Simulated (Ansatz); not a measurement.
Band structure of MgB₂ (P6/mmm, 3 atoms in the cell).

```
CELL_PARAMETERS angstrom
      1.54500    -2.67602     0.00000
      1.54500     2.67602     0.00000
      0.00000     0.00000     3.52000
ATOMIC_POSITIONS crystal
  Mg 0.00000 0.00000 0.00000
  B  0.33333 0.66667 0.50000
  B  0.66667 0.33333 0.50000
```

Method: PBE, PAW files (plane waves; Ansatz, a quantum-chemistry and plane-wave program).

Settings: kpoints.mp_grid.grid = 12 12 9; hamiltonian.xc = pbe; hamiltonian.pseudopotentials = {kind: paw} (an earlier, softer set of the program's PAW files); scf.occupations.method = fermi_dirac; scf.occupations.width = 0.05 eV; kpoints.band_path.npoints = 8.

The starting cell has typed, rounded lattice constants, without a prior relaxation at this level.

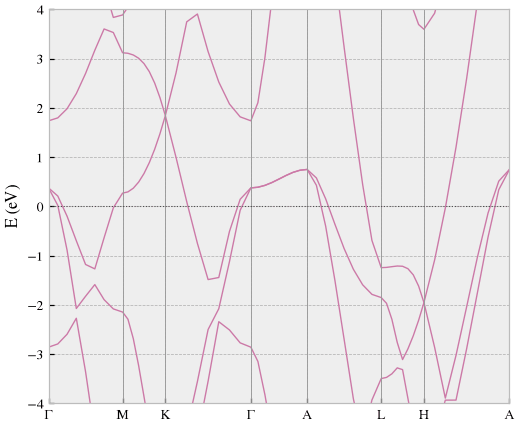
Fig. 1. Bands along the path, energies from the Fermi level.

Levels in eV from the Fermi level, bands 5 to 11:
| point | 5 | 6 | 7 | 8 | 9 | 10 | 11 |
|---|---|---|---|---|---|---|---|
| Γ | -12.36 | -2.86 | 0.37 | 0.37 | 1.74 | 6.29 | 6.29 |
| M | -8.49 | -7.78 | -2.15 | 0.27 | 3.12 | 3.88 | 5.39 |
| K | -7.22 | -7.22 | -5.80 | 1.84 | 1.84 | 6.23 | 6.23 |
| A | -11.07 | -7.35 | 0.75 | 0.75 | 6.63 | 6.63 | 7.92 |
| L | -7.52 | -6.86 | -3.50 | -1.85 | -1.25 | 5.68 | 8.75 |
| H | -6.33 | -6.33 | -5.12 | -1.95 | -1.95 | 3.59 | 11.63 |

Bands cross the Fermi level along this path, so the cell is metallic at this level.

Keys are those of Ansatz 0.2.
